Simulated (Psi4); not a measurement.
Reaction (SMILES): N#N (N2) + 3 [H][H] (H2) → 2 N (NH3)
B3LYP-D3(BJ)/def2-TZVP geometries, fixed; electronic energies without zero-point terms.

Basis-set convergence of the energy of full hydrogenation at B3LYP with Psi4. Cartesian d functions, on some or all atoms, in 6-31G**; all else is spherical. Density fitting with the program's default auxiliary sets. Psi4's default fitting sets serve the pcseg sets less well. No added dispersion term, no relativity. Functions are those of the species that has most. Reference: the value in aug-cc-pVQZ, -41.82 kcal/mol, itself unsure by roughly 0.24 kcal/mol (its mean distance from cc-pV5Z, def2-QZVPPD, def2-QZVPP). Deviations are taken from unrounded values.

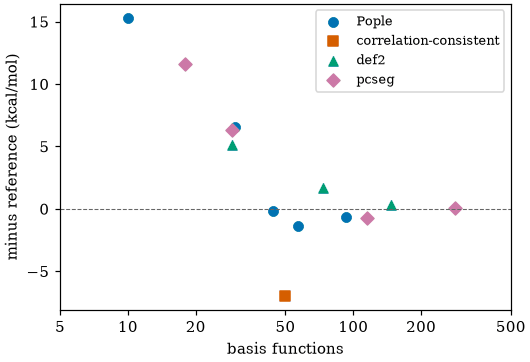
*Deviation from the reference against the number of basis functions, by family of sets.*

| basis | functions | energy of full hydrogenation (kcal/mol) | minus reference (kcal/mol) |
|---|---|---|---|
| STO-3G | 10 | -26.51 | 15.31 |
| pcseg-0 | 18 | -30.20 | 11.62 |
| def2-SVP | 29 | -36.69 | 5.13 |
| pcseg-1 | 29 | -35.52 | 6.29 |
| 6-31G** | 30 | -35.27 | 6.55 |
| 6-311+G** | 44 | -41.97 | -0.16 |
| aug-cc-pVDZ | 50 | -48.78 | -6.97 |
| 6-311++G(2d,2p) | 57 | -43.23 | -1.41 |
| def2-TZVPP | 73 | -40.14 | 1.67 |
| 6-311++G(3df,3pd) | 93 | -42.45 | -0.63 |
| aug-pcseg-2 | 115 | -42.58 | -0.77 |
| def2-QZVPP | 147 | -41.51 | 0.31 |
| pcseg-4 | 284 | -41.72 | 0.09 |
